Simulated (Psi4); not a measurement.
# SiCl (SMILES [Si]Cl): UTPSSh/aug-cc-pVTZ

What is the vertical doublet–quartet gap of SiCl at UTPSSh/aug-cc-pVTZ? 

The calculation is run with Psi4 1.11.

7 further runs of the same task are left out: 5 that didn't finish, 2 set aside as unsound or not needed.

## (1) The system as given

SiCl: 2 atoms, total charge 0, spin state doublet. SMILES: `[Si]Cl`. Geometry: relaxed at PBE0-D4/def2-TZVP.

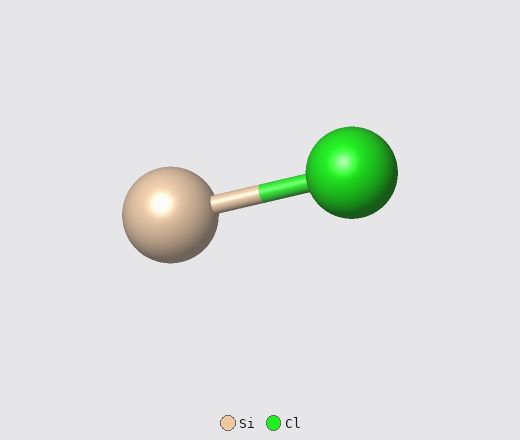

The structure, seen from a chosen angle (silicon light orange, chlorine green).

## (2) A single-point energy at UTPSSh/aug-cc-pVTZ

Contents of job.py:

```python
import psi4

psi4.set_memory('2200 MB')
psi4.set_num_threads(1)
psi4.set_output_file('clsi.out', False)

mol = psi4.geometry("""
0 2
Si     0.881810    -0.293660     0.452120
Cl    -0.881810     0.293660    -0.452120
units angstrom
symmetry c1
""")

options = {'basis': 'aug-cc-pVTZ', 'reference': 'uks', 'puream': True, 'e_convergence': 1e-09, 'd_convergence': 1e-08, 'scf_type': 'pk', 'dft_radial_points': 99, 'dft_spherical_points': 590, 'maxiter': 100}
psi4.set_options(options)

E, wfn = psi4.energy("tpssh", molecule=mol, return_wfn=True)
print(f'tpssh energy: {E:.10f} Eh')
for k, v in sorted(psi4.core.scalar_variables().items()):
    print(f'{k:45s} {v:18.10f}')
```

Run with:

```bash
python job.py
```

clsi.out:

```text
[...]
  Running in c1 symmetry.
[...]
  Nuclear repulsion =   60.927613994992669
[...]
  Multiplicity = 2
[...]
  Nalpha       = 16
  Nbeta        = 15
[...]
    Number of basis functions: 100
[...]
   @UKS iter   1:  -749.68353294503095   -2.56924e-01   3.19698e-03 DIIS/ADIIS
[...]
   @UKS iter  11:  -749.72318863435305   -5.00222e-12   5.53541e-09 DIIS
[...]
   @S^2 Observed:                7.586928316E-01
[...]
    Orbital Energies [Eh]
    ---------------------
    Alpha Occupied:
       1A   -101.417046     2A    -66.061290     3A     -9.396764
       4A     -7.141733     5A     -7.139391     6A     -7.137953
       7A     -5.270793     8A     -3.621847     9A     -3.617362
      10A     -3.616377    11A     -0.818698    12A     -0.479902
      13A     -0.346068    14A     -0.345211    15A     -0.322021
      16A     -0.174840
    Alpha Virtual:
      17A     -0.128794    18A     -0.022772    19A      0.009172
      20A      0.028036    21A      0.031244    22A      0.046003
      23A      0.062526    24A      0.069464    25A      0.071593
[...]
  @UKS Final Energy:  -749.72318863435305
   => Energetics <=
    Nuclear Repulsion Energy =             60.9276139949926687
    One-Electron Energy =               -1157.5618945380228979
    Two-Electron Energy =                 391.2483906840015493
    DFT Exchange-Correlation Energy =     -44.3372987753244487
    Empirical Dispersion Energy =           0.0000000000000000
    VV10 Nonlocal Energy =                  0.0000000000000000
    Total Energy =                       -749.7231886343530505
[...]
 Multipole Moments:
 ------------------------------------------------------------------------------------
     Multipole            Electronic (a.u.)      Nuclear  (a.u.)        Total (a.u.)
 ------------------------------------------------------------------------------------
 L = 1.  Multiply by 2.5417464519 to convert [e a0] to [Debye]
 Dipole X            :          0.0000000            0.0000000            0.0000000
 Dipole Y            :         -0.0000000            0.0000000           -0.0000000
 Dipole Z            :         -0.5916084            0.8660898            0.2744814
 Magnitude           :                                                    0.2744814
[...]
```

On the terminal:

```text
tpssh energy: -749.7231886344 Eh
CURRENT ENERGY                                   -749.7231886344
CURRENT REFERENCE ENERGY                         -749.7231886344
DD SOLVATION ENERGY                                 0.0000000000
DFT FUNCTIONAL TOTAL ENERGY                      -749.7231886344
DFT TOTAL ENERGY                                 -749.7231886344
DFT VV10 ENERGY                                     0.0000000000
DFT XC ENERGY                                     -44.3372987753
GRID ELECTRONS ALPHA                               15.9999999376
GRID ELECTRONS BETA                                14.9999999373
GRID ELECTRONS TOTAL                               30.9999998749
NUCLEAR REPULSION ENERGY                           60.9276139950
ONE-ELECTRON ENERGY                             -1157.5618945380
PCM POLARIZATION ENERGY                             0.0000000000
PE ENERGY                                           0.0000000000
SCF ITERATION ENERGY                             -749.7231886344
SCF ITERATIONS                                     11.0000000000
SCF TOTAL ENERGY                                 -749.7231886344
TWO-ELECTRON ENERGY                               391.2483906840
XC GRID RADIAL POINTS                              99.0000000000
XC GRID SPHERICAL POINTS                          590.0000000000
XC GRID TOTAL POINTS                           114366.0000000000
```

Wall time 33 s (1 thread of Intel Xeon at 2.70GHz, shared host); peak memory 1.4 GiB.

## (3) The quartet: energy and forces at UTPSSh/aug-cc-pVTZ

Contents of calc.py:

```python
import psi4

psi4.set_memory('2200 MB')
psi4.set_num_threads(1)
psi4.set_output_file('clsi.out', False)

molecule = psi4.geometry("""
0 4
Si     1.66637939    -0.55493697     0.85438298
Cl    -1.66637939     0.55493697    -0.85438298
units au
symmetry c1
no_reorient
no_com
""")

psi4.set_options({
    'basis': 'aug-cc-pVTZ',
    'reference': 'uks',
    'puream': True,
    'e_convergence': 1e-09,
    'd_convergence': 1e-08,
    'scf_type': 'pk',
    'dft_radial_points': 99,
    'dft_spherical_points': 590,
    'maxiter': 100,
})

e, wfn = psi4.gradient('TPSSH', molecule=molecule, return_wfn=True)
psi4.oeprop(wfn, 'MAYER_INDICES', 'DIPOLE', 'WIBERG_LOWDIN_INDICES')
print('gradient / Eh bohr^-1')
print(e.np.round(6))
print(f'energy = {wfn.energy():.10f} Eh')
```

Run with:

```bash
python calc.py
```

clsi.out:

```text
[...]
  Running in c1 symmetry.
[...]
  Nuclear repulsion =   60.927614098545575
[...]
  Multiplicity = 4
[...]
  Nalpha       = 17
  Nbeta        = 14
[...]
    Number of basis functions: 100
[...]
   @UKS iter   1:  -749.57888569788383   -1.52276e-01   2.95897e-03 ADIIS/DIIS
[...]
   @UKS iter  11:  -749.61625905594656   -2.16005e-12   2.23735e-09 DIIS
[...]
   @S^2 Observed:                3.752431936E+00
[...]
    Orbital Energies [Eh]
    ---------------------
    Alpha Occupied:
       1A   -101.439649     2A    -66.074677     3A     -9.417475
       4A     -7.167924     5A     -7.157619     6A     -7.157619
       7A     -5.285977     8A     -3.636085     9A     -3.634128
      10A     -3.634128    11A     -0.837820    12A     -0.508085
      13A     -0.365988    14A     -0.357893    15A     -0.357893
      16A     -0.193040    17A     -0.193040
    Alpha Virtual:
      18A     -0.045102    19A      0.003604    20A      0.026287
      21A      0.026287    22A      0.035138    23A      0.057997
      24A      0.064122    25A      0.064122    26A      0.084800
[...]
  @UKS Final Energy:  -749.61625905594656
   => Energetics <=
    Nuclear Repulsion Energy =             60.9276140985455754
    One-Electron Energy =               -1157.0049253165941536
    Two-Electron Energy =                 390.8203148611272582
    DFT Exchange-Correlation Energy =     -44.3592626990251233
    Empirical Dispersion Energy =           0.0000000000000000
    VV10 Nonlocal Energy =                  0.0000000000000000
    Total Energy =                       -749.6162590559465571
[...]
  -Total Gradient:
     Atom            X                  Y                   Z
    ------   -----------------  -----------------  -----------------
       1       -0.004338261638     0.001444726082    -0.002224305537
       2        0.004332552312    -0.001442824765     0.002221378264
[...]
 Multipole Moments:
 ------------------------------------------------------------------------------------
     Multipole            Electronic (a.u.)      Nuclear  (a.u.)        Total (a.u.)
 ------------------------------------------------------------------------------------
 L = 1.  Multiply by 2.5417464519 to convert [e a0] to [Debye]
 Dipole X            :          5.2384683           -4.9991382            0.2393301
 Dipole Y            :         -1.7445125            1.6648109           -0.0797016
 Dipole Z            :          2.6858579           -2.5631489            0.1227089
 Magnitude           :                                                    0.2805151
[...]
```

On the terminal:

```text
gradient / Eh bohr^-1
[[-0.004338  0.001445 -0.002224]
 [ 0.004333 -0.001443  0.002221]]
energy = -749.6162590559 Eh
```

Run time: 63 s. Hardware: 1 thread of Intel Xeon at 2.70GHz, shared host; peak memory 1.4 GiB.

## (4) What came out

Level: UTPSSh/aug-cc-pVTZ.

| quantity | value |
| --- | --- |
| doublet: total energy | -749.72319 Eh |
| doublet: dipole moment | 0.70 D |
| doublet: HOMO energy (highest over α and β) | -4.76 eV |
| doublet: LUMO energy (lowest over α and β) | -3.50 eV |
| doublet: ⟨S²⟩ | 0.759 |
| quartet: total energy | -749.61626 Eh |
| quartet: dipole moment | 0.71 D |
| quartet: HOMO energy (highest over α and β) | -5.25 eV |
| quartet: ⟨S²⟩ | 3.752 |
| quartet: largest force on an atom | 0.261 eV/Å |
| vertical energy of the quartet above the doublet | 2.910 eV |

**Reading.** At this shape the quartet lies 2.91 eV (67 kcal/mol) above the doublet.
